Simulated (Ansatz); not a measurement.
System: C$_{4}$H$_{6}$F$_{2}$Si (Si(vinyl)2F2).

The calculation's input:

```
crystal:
  periodic: [false, false, false]
  atoms:
    - {symbol: Si, position_ang: [-0.488020, 0.248920, -0.523500]}
    - {symbol: C, position_ang: [-0.577760, 0.243920, 1.352420]}
    - {symbol: C, position_ang: [-1.711790, 0.240500, 2.038980]}
    - {symbol: H, position_ang: [0.355910, 0.239900, 1.901350]}
    - {symbol: H, position_ang: [-2.671550, 0.243460, 1.549140]}
    - {symbol: H, position_ang: [-1.731290, 0.233350, 3.118180]}
    - {symbol: C, position_ang: [1.238310, 0.249650, -1.248640]}
    - {symbol: C, position_ang: [1.987810, -0.830530, -1.416150]}
    - {symbol: H, position_ang: [1.644010, 1.208370, -1.546980]}
    - {symbol: H, position_ang: [1.638060, -1.812260, -1.141180]}
    - {symbol: H, position_ang: [2.976420, -0.784880, -1.845630]}
    - {symbol: F, position_ang: [-1.308220, 1.493680, -1.126300]}
    - {symbol: F, position_ang: [-1.351900, -0.974070, -1.111700]}
basis:
  gaussian: {orbitals: def2-SVP}
hamiltonian: {xc: hf}
output: {forces: true, orbitals: {seedname: orbitals}}
accuracy: high
```

Run with:

```sh
ansatz run in.yaml --threads 1 --pin off --max-ram 3480MiB --events-out events.jsonl --progress --plain --runs-dir runs
```

Geometry: GFN2-xTB.

All numbers below come from Ansatz, isolated molecule in a Gaussian basis; Hartree-Fock.

Predict the electron density and electron localisation function between the atoms.

Answer. C–C (1.33 Å): ρ is about 2.4 e/Å³ halfway; the ELF peaks at about 0.95 between the atoms (a multiple bond).
C–Si (1.87 Å): the density is about 1 e/Å³ at the midpoint; the ELF peaks at about 1 between the atoms (localised, covalent bonding).
C–H (1.08 Å): ρ at the midpoint is about 2 e/Å³; the ELF climbs to about 1 towards the hydrogen, as it does in any bond to H; an ordinary covalent bond to hydrogen.

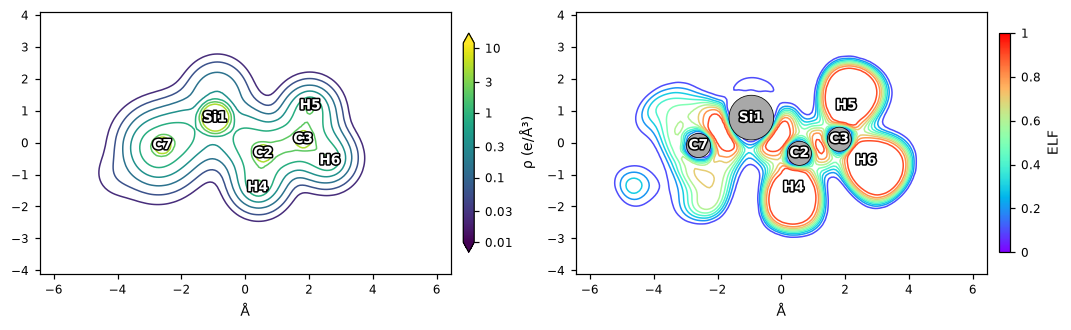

Computed electron density and electron localisation function on the plane of atoms C2, C3 and H6, in this order. Grey discs cover the atomic cores in the ELF map. 
